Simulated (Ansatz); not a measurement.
# CH3Cl2FOSW: from a rough start to a minimum

What shape does CH3Cl2FOSW take? The plan is to relax it, then compute its harmonic vibrations to see whether it is a minimum and to get the zero-point energy and entropy, and look at its orbitals and charge.

Program: Ansatz 0.2.0, Gaussian basis. Level of theory: RKS PBE0-D4/def2-TZVP. These are calculated values, not measurements.

Plan: relaxation at PBE-D4/def2-SVP; relaxation at PBE0-D4/def2-TZVP; harmonic vibrations at the same level; a single point in def2-TZVPP for the fields.

## 1. The system as given

SMILES `C[O][W]([F])(=[S])([Cl])[Cl]`, 10 atoms, charge 0, spin multiplicity 1.

Atoms are counted from 1 here; the program's logs count them from 0.

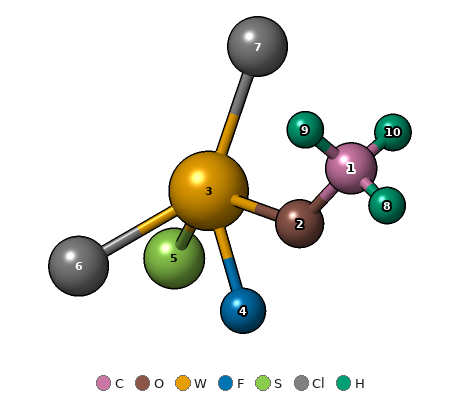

As it starts; carbon pink, oxygen brown, tungsten amber, fluorine blue, sulfur green, chlorine grey, hydrogen teal; atoms are numbered from 1 in the order of the file.

Geometry (Å):

```xyz
10

C     0.40800   -1.85980    0.03040
O    -0.47430   -0.71670   -0.00190
W     0.04270    1.39320   -0.00120
F    -1.84370    0.83030   -0.35190
S    -0.96310    3.24460   -1.11660
Cl   -1.26120    2.75030    1.47410
Cl    2.36340    0.71630   -0.26490
H    -0.18370   -2.74670    0.05550
H     0.95640   -1.77030    1.00260
H     1.03860   -1.89240   -0.82300
```

The start is a force-field geometry with small random shifts, so a cheaper pass at PBE-D4/def2-SVP comes first. W takes the def2 core potential; no spin-orbit term is included.

## 2. Geometry optimisation, PBE-D4/def2-SVP (cheap first pass)

Input file in.yaml:

```yaml
crystal:
  periodic: [false, false, false]
  atoms:
    - {symbol: C, position_ang: [0.408000, -1.859800, 0.030400]}
    - {symbol: O, position_ang: [-0.474300, -0.716700, -0.001900]}
    - {symbol: W, position_ang: [0.042700, 1.393200, -0.001200]}
    - {symbol: F, position_ang: [-1.843700, 0.830300, -0.351900]}
    - {symbol: S, position_ang: [-0.963100, 3.244600, -1.116600]}
    - {symbol: Cl, position_ang: [-1.261200, 2.750300, 1.474100]}
    - {symbol: Cl, position_ang: [2.363400, 0.716300, -0.264900]}
    - {symbol: H, position_ang: [-0.183700, -2.746700, 0.055500]}
    - {symbol: H, position_ang: [0.956400, -1.770300, 1.002600]}
    - {symbol: H, position_ang: [1.038600, -1.892400, -0.823000]}
basis:
  gaussian: {orbitals: def2-SVP}
hamiltonian: {xc: pbe, dispersion: d4}
relax: {f_tol: 0.03, max_steps: 200}
```

Launch:

```bash
$ ansatz run in.yaml --threads 2 --pin off --events-out ev --progress --plain --max-ram 32768MiB --backend cpu
```

Standard output, cut to the lines that bear on the results:

```text
Functional definition: PBE
  name "PBE"
  cite "Perdew, Burke & Ernzerhof, Phys. Rev. Lett. 77, 3865 (1996) doi:10.1103/PhysRevLett.77.3865"
  parent pbe
[...]
1525 factors; their error is unknown
[...]
mean field -43521.62919986 eV, -1599.3903730751 hartree, gradient 2.6e-5 eV, S^2 0.000000; 4 other end points of the search recorded, 0 dependent functions left out
[...]
reference -43521.62926189 eV, -1599.3903753545 hartree; 45, 45 occupied and 98, 98 virtual orbitals, 1525 factors
relax step   1: F+E_penalty+E_count = -43521.98469954 eV  Δ(F+E_penalty+E_count) = +0.000e0 eV  max|allowed force component| = 5.759e0 eV/Å  Δτ_max = 0.0000 Å  (185 SCF iters, accepted)
[...]
relax step   5: F+E_penalty+E_count = -43526.95686347 eV  Δ(F+E_penalty+E_count) = -4.150e-1 eV  max|allowed force component| = 4.576e-1 eV/Å  Δτ_max = 0.1978 Å  (41 SCF iters, accepted)
[...]
relax step   9: F+E_penalty+E_count = -43527.60489540 eV  Δ(F+E_penalty+E_count) = -1.316e-1 eV  max|allowed force component| = 5.485e-1 eV/Å  Δτ_max = 0.1948 Å  (39 SCF iters, accepted)
[...]
relax step  13: F+E_penalty+E_count = -43527.75448977 eV  Δ(F+E_penalty+E_count) = -1.808e-2 eV  max|allowed force component| = 1.897e-1 eV/Å  Δτ_max = 0.2000 Å  (41 SCF iters, accepted)
[...]
relax step  17: F+E_penalty+E_count = -43527.76052550 eV  Δ(F+E_penalty+E_count) = -3.293e-4 eV  max|allowed force component| = 6.391e-2 eV/Å  Δτ_max = 0.0194 Å  (35 SCF iters, accepted)
[...]
relax step  18: F+E_penalty+E_count = -43527.76067853 eV  Δ(F+E_penalty+E_count) = -1.530e-4 eV  max|allowed force component| = 2.128e-2 eV/Å  Δτ_max = 0.0087 Å  (36 SCF iters, accepted)
1525 factors; their error is unknown
[...]
mean field -43527.37643596 eV, -1599.6015801061 hartree, gradient 1.2e-5 eV, S^2 0.000000; 1 other end points of the search recorded, 0 dependent functions left out
[...]
reference -43527.37650163 eV, -1599.6015825196 hartree; 45, 45 occupied and 98, 98 virtual orbitals, 1525 factors
Total energy: -43527.76074420 eV, -1599.6157031734 hartree
Atom 0 at     0.484396    -1.746931    -0.220572 Å, force    -0.010071    -0.003204    -0.007141 eV/Å
Atom 1 at    -0.262285    -0.568118    -0.328220 Å, force     0.003274     0.009848     0.004631 eV/Å
Atom 2 at    -0.489969     1.239869     0.077241 Å, force     0.001143    -0.021282    -0.013830 eV/Å
Atom 3 at    -2.351532     0.941971     0.113895 Å, force    -0.001355    -0.000563    -0.001214 eV/Å
Atom 4 at    -0.080381     2.261317    -1.746695 Å, force    -0.002605    -0.002363     0.001607 eV/Å
Atom 5 at    -0.890549     2.948665     1.591669 Å, force    -0.001714    -0.000097     0.003189 eV/Å
Atom 6 at     1.609921     1.033812     1.090201 Å, force     0.008975     0.001295     0.005987 eV/Å
Atom 7 at    -0.103507    -2.526714     0.308537 Å, force     0.009570     0.016926    -0.007503 eV/Å
Atom 8 at     1.414820    -1.527487     0.353866 Å, force    -0.002325    -0.005913    -0.003432 eV/Å
Atom 9 at     0.752186    -2.107584    -1.236822 Å, force    -0.004891     0.005352     0.017707 eV/Å
Dipole moment:     0.219875    -0.690178    -0.118345 e Å
```

It took 95 s on 2 threads of AMD EPYC 7R13, shared host.

Step by step:

```
step  energy from step 1 (eV)  largest force component (eV/Å)
   1                   0.0000                          5.7586
   2                  -2.4156                          2.6909
   3                  -3.7258                          1.2915
   4                  -4.5572                          0.9197
   5                  -4.9722                          0.4576
   6                  -5.1711                          0.4184
   7                  -5.3186                          0.4274
   8                  -5.4886                          0.5129
   9                  -5.6202                          0.5485
  10                  -5.7041                          0.2297
  11                  -5.7412                          0.2783
  12                  -5.7517                          0.2097
  13                  -5.7698                          0.1897
  14                  -5.7701                          0.1761
  15                  -5.7752                          0.0465
  16                  -5.7755                          0.0359
  17                  -5.7758                          0.0639
  18                  -5.7760                          0.0213
```

Close pairs (by a distance rule), those that changed most:

```csv
bond,before (Å),after (Å),change (Å)
O2–W3,2.172,1.867,-0.305
W3–S5,2.384,2.130,-0.254
W3–F4,2.000,1.886,-0.114
W3–Cl7,2.432,2.341,-0.091
W3–Cl6,2.391,2.318,-0.073
C1–H10,1.062,1.111,+0.049
C1–O2,1.444,1.400,-0.045
C1–H8,1.066,1.111,+0.044
```

## 3. Optimising with PBE0-D4/def2-TZVP

Input file in.yaml:

```yaml
crystal:
  periodic: [false, false, false]
  atoms:
    - {symbol: C, position_ang: [0.484396, -1.746931, -0.220572]}
    - {symbol: O, position_ang: [-0.262285, -0.568118, -0.328220]}
    - {symbol: W, position_ang: [-0.489969, 1.239869, 0.077241]}
    - {symbol: F, position_ang: [-2.351532, 0.941971, 0.113895]}
    - {symbol: S, position_ang: [-0.080381, 2.261317, -1.746695]}
    - {symbol: Cl, position_ang: [-0.890549, 2.948665, 1.591669]}
    - {symbol: Cl, position_ang: [1.609921, 1.033812, 1.090201]}
    - {symbol: H, position_ang: [-0.103507, -2.526714, 0.308537]}
    - {symbol: H, position_ang: [1.414820, -1.527487, 0.353866]}
    - {symbol: H, position_ang: [0.752186, -2.107584, -1.236822]}
basis:
  gaussian: {orbitals: def2-TZVP}
hamiltonian: {xc: pbe0, dispersion: d4}
relax: {f_tol: 0.005, max_steps: 150}
```

Launch:

```bash
$ ansatz run in.yaml --threads 2 --pin off --events-out ev --progress --plain --max-ram 32768MiB --backend cuda --devices 0, --max-vram 18GiB
```

Standard output, cut to the lines that bear on the results:

```text
Functional definition: PBE0
  name "PBE0"
  cite "Adamo & Barone, J. Chem. Phys. 110, 6158 (1999) doi:10.1063/1.478522"
  cite "Perdew, Burke & Ernzerhof, Phys. Rev. Lett. 77, 3865 (1996) doi:10.1103/PhysRevLett.77.3865"
  parent pbe
[...]
1826 factors; their error is unknown
[...]
mean field -43547.88359866 eV, -1600.3552044351 hartree, gradient 3.1e-5 eV, S^2 0.000000; 0 other end points of the search recorded, 0 dependent functions left out
[...]
reference -43547.88363302 eV, -1600.3552056978 hartree; 45, 45 occupied and 217, 217 virtual orbitals, 1826 factors
relax step   1: F+E_penalty+E_count = -43548.21641159 eV  Δ(F+E_penalty+E_count) = +0.000e0 eV  max|allowed force component| = 9.512e-1 eV/Å  Δτ_max = 0.0000 Å  (35 SCF iters, accepted)
[...]
Atom 0 at     0.450244    -1.721752    -0.196019 Å, force     0.001567     0.000214     0.002220 eV/Å
Atom 1 at    -0.037555    -0.469836    -0.582508 Å, force    -0.000423     0.002609    -0.001353 eV/Å
Atom 2 at    -0.408558     1.231581     0.007714 Å, force     0.000802     0.001130     0.001578 eV/Å
Atom 3 at    -2.209776     0.747663     0.082989 Å, force    -0.000613     0.000142    -0.000065 eV/Å
Atom 4 at    -0.176824     2.443828    -1.690275 Å, force     0.000063    -0.000278    -0.000674 eV/Å
Atom 5 at    -0.952475     2.708009     1.674337 Å, force    -0.000577     0.000250     0.000333 eV/Å
Atom 6 at     1.675522     1.138159     1.003228 Å, force    -0.000654    -0.000524    -0.000720 eV/Å
Atom 7 at    -0.294287    -2.247936     0.406818 Å, force    -0.001230    -0.001107     0.001234 eV/Å
Atom 8 at     1.364674    -1.579453     0.390182 Å, force     0.000398    -0.000519     0.000040 eV/Å
Atom 9 at     0.672136    -2.301462    -1.093366 Å, force     0.000665    -0.001918    -0.002592 eV/Å
Dipole moment:     0.204059    -0.649289    -0.152977 e Å
```

It took 91 s on 1 × H100 (card shared with other runs) with 2 threads of AMD EPYC 7R13, shared host; peak host memory 0.95 GiB.

Along the way:

```
step  energy from step 1 (eV)  largest force component (eV/Å)
   1                   0.0000                          0.9512
   2                  -0.0544                          0.8383
   3                  -0.0783                          0.1608
   4                  -0.0794                          0.0669
   5                  -0.0797                          0.0580
   6                  -0.0801                          0.0260
   7                  -0.0801                          0.0223
   8                  -0.0804                          0.0144
   9                  -0.0806                          0.0742
  10                  -0.0810                          0.0728
  11                  -0.0813                          0.0976
  12                  -0.0819                          0.1142
  13                  -0.0824                          0.1477
  14                  -0.0828                          0.0986
  15                  -0.0834                          0.0540
  16                  -0.0836                          0.0490
  17                  -0.0836                          0.0437
  18                  -0.0840                          0.0349
  19                  -0.0841                          0.0269
  20                  -0.0841                          0.0233
  21                  -0.0841                          0.0151
  22                  -0.0841                          0.0056
  23                  -0.0841                          0.0053
  24                  -0.0841                          0.0026
```

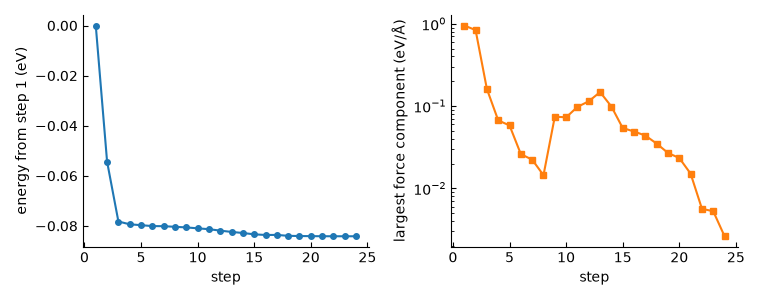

Energy and largest force along the relaxation.

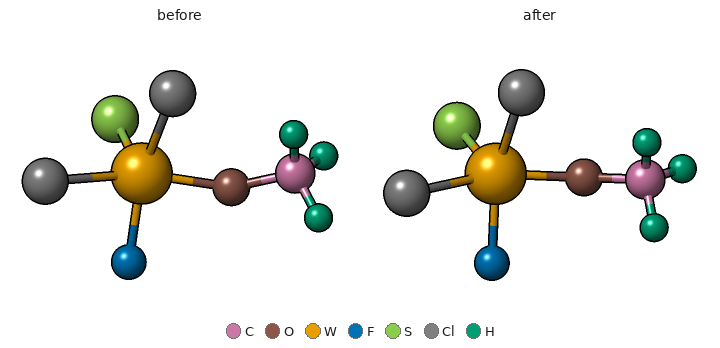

The geometry before (left) and after (right).

Close pairs (by a distance rule), those that changed most:

```
  bond  before (Å)  after (Å)  change (Å)
 W3–S5       2.130      2.099      -0.031
W3–Cl7       2.341      2.312      -0.029
 O2–W3       1.867      1.839      -0.028
W3–Cl6       2.318      2.292      -0.026
C1–H10       1.111      1.091      -0.020
 C1–H9       1.115      1.095      -0.020
 W3–F4       1.886      1.867      -0.019
 C1–H8       1.111      1.093      -0.018
```

Mulliken charges at the end point, from the run's report:

```
atom  value (e)
  C1      -0.19
  O2      -0.36
  W3       1.21
  F4      -0.34
  S5      -0.19
 Cl6      -0.26
 Cl7      -0.30
  H8       0.15
  H9       0.15
 H10       0.15
```

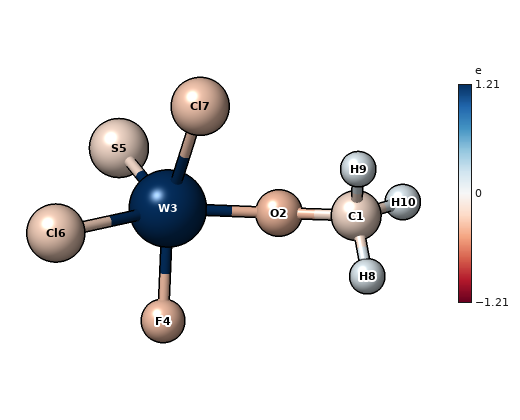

Mulliken charges at the end point, from the run's report, as colours on the atoms.

## 4. Vibrations by finite differences

Input file in.yaml:

```yaml
crystal:
  periodic: [false, false, false]
  atoms:
    - {symbol: C, position_ang: [0.450244, -1.721752, -0.196019]}
    - {symbol: O, position_ang: [-0.037555, -0.469836, -0.582508]}
    - {symbol: W, position_ang: [-0.408558, 1.231581, 0.007714]}
    - {symbol: F, position_ang: [-2.209776, 0.747663, 0.082989]}
    - {symbol: S, position_ang: [-0.176824, 2.443828, -1.690275]}
    - {symbol: Cl, position_ang: [-0.952475, 2.708009, 1.674337]}
    - {symbol: Cl, position_ang: [1.675522, 1.138159, 1.003228]}
    - {symbol: H, position_ang: [-0.294287, -2.247936, 0.406818]}
    - {symbol: H, position_ang: [1.364674, -1.579453, 0.390182]}
    - {symbol: H, position_ang: [0.672136, -2.301462, -1.093366]}
basis:
  gaussian: {orbitals: def2-TZVP}
hamiltonian: {xc: pbe0, dispersion: d4}
phonons: {temperatures: {t_min: 298.15, t_max: 900, t_step: 200}}
```

Same command.

Standard output, cut to the lines that bear on the results:

```text
Functional definition: PBE0
  name "PBE0"
  cite "Adamo & Barone, J. Chem. Phys. 110, 6158 (1999) doi:10.1063/1.478522"
  cite "Perdew, Burke & Ernzerhof, Phys. Rev. Lett. 77, 3865 (1996) doi:10.1103/PhysRevLett.77.3865"
  parent pbe
[...]
1826 factors; their error is unknown
[...]
mean field -43547.96453307 eV, -1600.3581787198 hartree, gradient 3.3e-5 eV, S^2 0.000000; 0 other end points of the search recorded, 0 dependent functions left out
[...]
reference -43547.96456700 eV, -1600.3581799666 hartree; 45, 45 occupied and 217, 217 virtual orbitals, 1826 factors
[...]
1826 factors; their error is unknown
mean field -43547.96437844 eV, -1600.3581730373 hartree, gradient 1.2e-6 eV, S^2 0.000000; 0 other end points of the search recorded, 0 dependent functions left out
[...]
reference -43547.96441237 eV, -1600.3581742840 hartree; 45, 45 occupied and 217, 217 virtual orbitals, 1826 factors
[...]
Atom 2 at    -0.408558     1.231581     0.007714 Å, force     0.001183     0.001293     0.002257 eV/Å
Atom 3 at    -2.209776     0.747663     0.082989 Å, force    -0.000609     0.000159    -0.000120 eV/Å
Atom 4 at    -0.176824     2.443828    -1.690275 Å, force     0.000126    -0.000515    -0.000967 eV/Å
Atom 5 at    -0.952475     2.708009     1.674337 Å, force    -0.000741     0.000423     0.000486 eV/Å
Atom 6 at     1.675522     1.138159     1.003228 Å, force    -0.001080    -0.000569    -0.000969 eV/Å
Atom 7 at    -0.294287    -2.247936     0.406818 Å, force    -0.001247    -0.001190     0.001174 eV/Å
Atom 8 at     1.364674    -1.579453     0.390182 Å, force     0.000543    -0.000636    -0.000070 eV/Å
Atom 9 at     0.672136    -2.301462    -1.093366 Å, force     0.000661    -0.001930    -0.002624 eV/Å
Dipole moment:     0.204059    -0.649288    -0.152975 e Å
Vibrations: 34.83 75.93 112.99 129.78 164.86 188.58 189.62 233.84 264.93 337.83 360.32 395.43 572.88 584.70 658.13 1152.95 1164.52 1188.09 1456.82 1474.79 1486.61 3028.70 3109.89 3136.30 cm⁻¹, zero-point energy 1.333036 eV
```

Run time: 1.7 min. Hardware: 1 × H100 (card shared with other runs) with 2 threads of AMD EPYC 7R13, shared host; peak host memory 0.94 GiB.

Motions are named by where the mode's potential energy lies. Wavenumbers, unscaled:

```
mode  cm⁻¹                  motion
   1    35                 torsion
   2    76                    bend
   3   113       bend with torsion
   4   130       torsion with bend
   5   165                    bend
   6   189                    bend
   7   190                    bend
   8   234                    bend
   9   265                    bend
  10   338  W–Cl stretch with bend
  11   360  W–Cl stretch with bend
  12   395            W–Cl stretch
  13   573             W–O stretch
  14   585             W–S stretch
  15   658             W–F stretch
  16  1153   bend with C–O stretch
  17  1165                    bend
  18  1188   bend with C–O stretch
  19  1457                    bend
  20  1475                    bend
  21  1487                    bend
  22  3029             C–H stretch
  23  3110             C–H stretch
  24  3136             C–H stretch
```

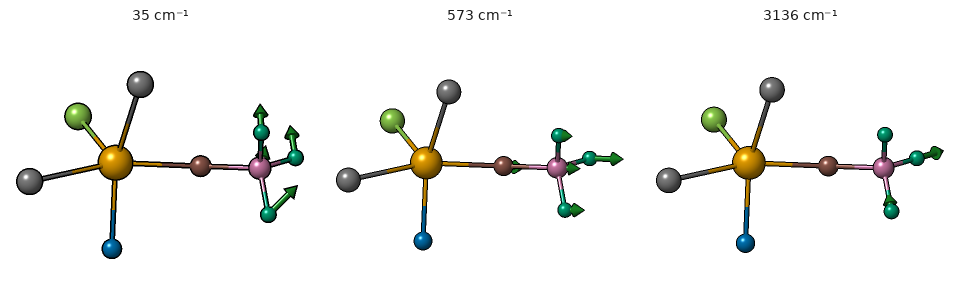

Displacements of 3 modes, as arrows.

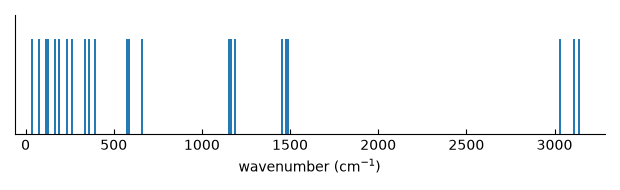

The harmonic wavenumbers as sticks (no intensities were computed).

From these modes and the moments of inertia (298.15 K, 1 bar, symmetry number 1):

```csv
term,value
zero-point energy,30.7 kcal/mol
H(298) − E,37.7 kcal/mol
"entropy, translation",181.4 J/(mol K)
"entropy, rotation",126.4 J/(mol K)
"entropy, vibration",129.6 J/(mol K)
"entropy, total",437.5 J/(mol K)
```

## 5. Fields at the relaxed geometry

in.yaml, as its differences from that of step 4:

```diff
@@ -14,4 +14,4 @@
 basis:
-  gaussian: {orbitals: def2-TZVP}
+  gaussian: {orbitals: def2-TZVPP}
 hamiltonian: {xc: pbe0, dispersion: d4}
-phonons: {temperatures: {t_min: 298.15, t_max: 900, t_step: 200}}
+output: {orbitals: {seedname: orbitals}}
```

The command is unchanged.

Standard output:

```text
Functional definition: PBE0
  name "PBE0"
  cite "Adamo & Barone, J. Chem. Phys. 110, 6158 (1999) doi:10.1063/1.478522"
  cite "Perdew, Burke & Ernzerhof, Phys. Rev. Lett. 77, 3865 (1996) doi:10.1103/PhysRevLett.77.3865"
  parent pbe
  parameter a = 0.25
  parameter kappa = 0.804
  parameter beta = 0.06672455060314922
  exchange = (1 - a)*pbe_x(kappa = kappa, mu = beta*pi^2/3) + a*exact_x
  correlation = pbe_c(beta = beta)
2029 factors; their error is unknown
mean field evaluation 1: about -43539.0120 eV, gradient 7.0e1 eV
mean field evaluation 2: about -43438.0419 eV, gradient 2.4e2 eV
mean field evaluation 4: about -43547.4536 eV, gradient 1.9e1 eV
mean field evaluation 8: about -43548.0715 eV, gradient 2.0e-1 eV
mean field evaluation 16: about -43548.1620 eV, gradient 7.5e-4 eV
mean field -43548.16198566 eV, -1600.3654349688 hartree, gradient 3.2e-5 eV, S^2 0.000000; 0 other end points of the search recorded, 0 dependent functions left out
reference -43548.16202016 eV, -1600.3654362366 hartree; 45, 45 occupied and 272, 272 virtual orbitals, 2029 factors
Total energy: -43548.49808793 eV, -1600.3777864992 hartree
```

Run time: 16 s. Hardware: 1 × H100 (card shared with other runs) with 2 threads of AMD EPYC 7R13, shared host; peak host memory 0.87 GiB.

The fields below are evaluated on a grid from the run's orbitals.

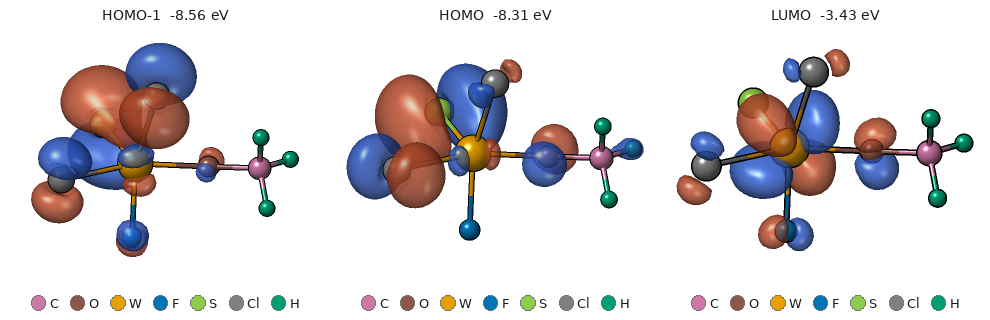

Frontier orbitals at PBE0-D4/def2-TZVPP; each surface holds 70 % of the orbital's density, blue and red mark the sign.

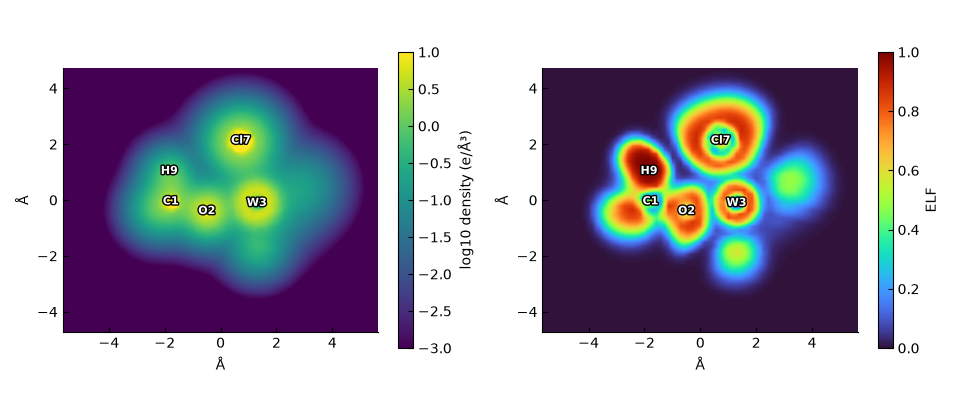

Density (left) and ELF (right) in a plane through or near 5 of the atoms.

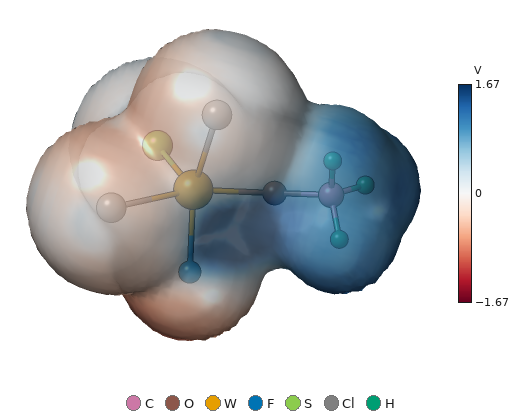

Electrostatic potential on the surface of density 0.002 e/bohr³; red is low, blue high. It runs, from the 1st to the 99th percentile, from -0.78 V near F4 to 1.67 V near W3.

## 6. Results

| quantity | value |
| --- | --- |
| point group | C1 |
| steps | 18 + 24 |
| shift from the start (rms) | 0.803 Å |
| total energy | -43548.3006 eV |
| dispersion term | -336 meV |
| dipole moment | 3.35 D |
| lowest, highest wavenumber | 35, 3136 cm⁻¹ |
| zero-point energy | 30.7 kcal/mol |
| entropy at 298.15 K | 437.5 J/(mol K) |
| HOMO, LUMO | -8.31, -3.43 eV |

**Reading.** The relaxed geometry lies 0.80 Å (rms) from the start; the bond that changed most is O2–W3, from 2.172 to 1.839 Å. No mode is imaginary: a true minimum at this level. The stiffest mode, 3136 cm⁻¹, is a C–H stretch, and 7 modes under 200 cm⁻¹ make the vibrational entropy uncertain. Harmonic hybrid wavenumbers usually lie a few per cent above measured fundamentals. The largest Mulliken charge, +1.21 e, sits on W3. The HOMO lies mostly on S5 57 %; Cl6 20 % and the LUMO on W3 61 %; O2 12 %.
